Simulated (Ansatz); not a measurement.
# B3LYP/6-31G(d) (Cartesian functions) run of SiHCl3 (trichlorosilane)

Aim: the vertical singlet–triplet gap of SiHCl3 (trichlorosilane) at B3LYP/6-31G* (Cartesian functions), from 2 runs. 

The calculation is run with Ansatz 0.2.0.

44 further runs of the same task are left out: 2 that didn't finish, 42 set aside as unsound or not needed.

## (1) Starting point

The species is SiHCl3 (5 atoms), meant as a singlet with charge 0. As SMILES, `Cl[SiH](Cl)Cl`. Geometry: relaxed at PBE0-D4/def2-TZVP.

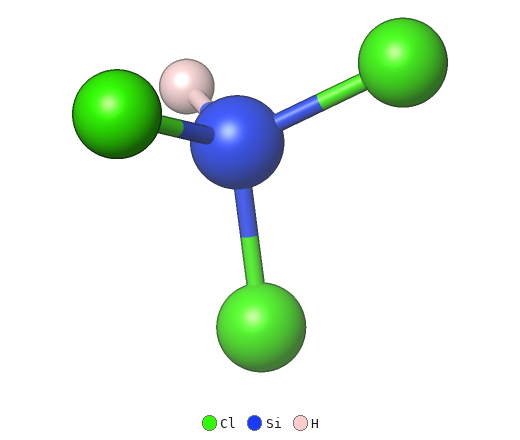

The structure, seen from a chosen angle (chlorine green, silicon blue, hydrogen pink).

## (2) A single-point energy at B3LYP/6-31G(d) (Cartesian functions)

The input, molecule.yaml:

```yaml
crystal:
  periodic: [false, false, false]
  atoms:
    - {symbol: Cl, position_ang: [1.690930, -0.571430, 0.891880]}
    - {symbol: Si, position_ang: [-0.081300, -0.012690, 0.075440]}
    - {symbol: Cl, position_ang: [0.017700, 1.933700, -0.491290]}
    - {symbol: Cl, position_ang: [-0.476020, -1.170520, -1.544190]}
    - {symbol: H, position_ang: [-1.151310, -0.179060, 1.068150]}
basis:
  gaussian:
    orbitals: "6-31G*"
hamiltonian:
  xc: {name: B3LYP}
accuracy: high
output: {orbitals: {seedname: orbitals}}
```

On the command line:

```bash
$ ansatz run molecule.yaml --threads 1 --pin off --max-ram 3480MiB --events-out events.jsonl --progress --plain --runs-dir runs
```

Log:

```text
Warning: RAYON_NUM_THREADS=1 ignored (pool sized by the plan → 1); use --threads N
Functional definition: B3LYP
  name "B3LYP"
  parameter a0 = 0.2
  parameter ax = 0.72
  parameter ac = 0.81
  exchange = (1 - a0 - ax)*slater_x + ax*b88_x + a0*exact_x
  correlation = (1 - ac)*vwn_rpa_c + ac*lyp_c
1547 factors; integrals over basis functions are off by at most 3.9e-9 eV
mean field evaluation 1: about -45464.7987 eV, gradient 1.6e1 eV
mean field evaluation 2: about -45464.7843 eV, gradient 1.6e1 eV
mean field evaluation 4: about -45465.4650 eV, gradient 4.4e-1 eV
mean field evaluation 8: about -45465.5366 eV, gradient 2.0e-2 eV
mean field evaluation 16: about -45465.5366 eV, gradient 8.2e-7 eV
mean field -45465.53659282 eV, -1670.8276521384 hartree, gradient 2.1e-8 eV, S^2 0.000000; 0 other end points of the search recorded, 0 dependent functions left out
reference -45465.53663066 eV, -1670.8276535291 hartree; 33, 33 occupied and 45, 45 virtual orbitals, 1547 factors
Total energy: -45465.53663066 eV, -1670.8276535291 hartree
```

Wall time 3.9 s (1 thread of Intel Xeon 6975P-C (Granite Rapids), shared host); peak memory 0.27 GiB.

## (3) The triplet

The input, input.yaml:

```yaml
crystal:
  periodic: [false, false, false]
  atoms:
    - {symbol: Cl, position_ang: [1.690930, -0.571430, 0.891880]}
    - {symbol: Si, position_ang: [-0.081300, -0.012690, 0.075440]}
    - {symbol: Cl, position_ang: [0.017700, 1.933700, -0.491290]}
    - {symbol: Cl, position_ang: [-0.476020, -1.170520, -1.544190]}
    - {symbol: H, position_ang: [-1.151310, -0.179060, 1.068150]}
basis:
  gaussian:
    orbitals: "6-31G*"
total_charge: 0
magnetization:
  spin_polarized: true
  initial_magnetization: 2
hamiltonian:
  xc: {name: B3LYP}
accuracy: high
output: {orbitals: {seedname: orbitals}}
```

On the command line:

```bash
$ ansatz run input.yaml --threads 1 --pin off --max-ram 3480MiB --events-out events.jsonl --progress --plain --runs-dir runs
```

Log (excerpt; [...] marks lines left out):

```text
Warning: RAYON_NUM_THREADS=1 ignored (pool sized by the plan → 1); use --threads N
[... 2 set-up lines as earlier in the session ...]
[...]
1548 factors; integrals over basis functions are off by at most 3.4e-9 eV
[...]
mean field -45458.12587961 eV, -1670.5553134512 hartree, gradient 5.2e-8 eV, S^2 2.004989; 10 other end points of the search recorded, 0 dependent functions left out
reference -45458.12591796 eV, -1670.5553148605 hartree; 34, 32 occupied and 44, 46 virtual orbitals, 1548 factors
Total energy: -45458.12591796 eV, -1670.5553148605 hartree
```

It took 26 s on 1 thread of Intel Xeon 6975P-C (Granite Rapids), shared host; peak memory 0.53 GiB.

## (4) Outcome

Level: B3LYP/6-31G* (Cartesian functions).

```
                                        quantity           value
                           singlet: total energy  -1670.82765 Eh
                            singlet: HOMO energy        -9.11 eV
                            singlet: LUMO energy        -0.33 eV
                          singlet: HOMO–LUMO gap         8.78 eV
                           triplet: total energy  -1670.55531 Eh
     triplet: HOMO energy (highest over α and β)        -1.73 eV
                                   triplet: ⟨S²⟩           2.005
vertical energy of the triplet above the singlet        7.411 eV
```

What this shows: At this shape the triplet lies 7.41 eV (715 kJ/mol) above the singlet.
